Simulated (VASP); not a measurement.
Band structure of ZnS (wurtzite). Computed with PBE GGA, VASP's PBE PAW potentials (set 64) (plane waves; VASP).

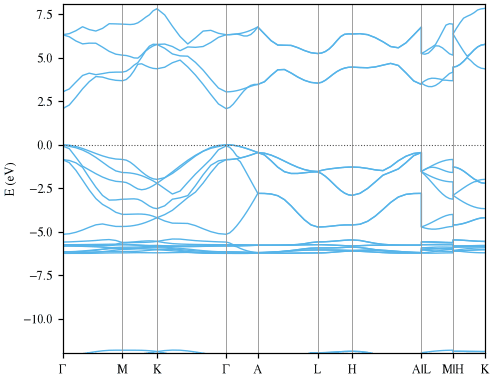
Fig. 1. Bands along high-symmetry lines, zero at the valence-band maximum or, without a gap, the Fermi level

Read the plot: is there a gap, and where are the band edges?

The gap is direct, 2.08 eV, from the valence maximum at Γ to the conduction minimum at Γ. (Edges off the drawn lines would not show.)

Measured: gap 3.91 eV (computed value off by -1.83 eV), as given by Mehmet Aras et al., The Journal of Chemical Physics (2014), arXiv:1312.4272.

The compound is ZnS in the wurtzite structure, the high-temperature form. It was relaxed first.
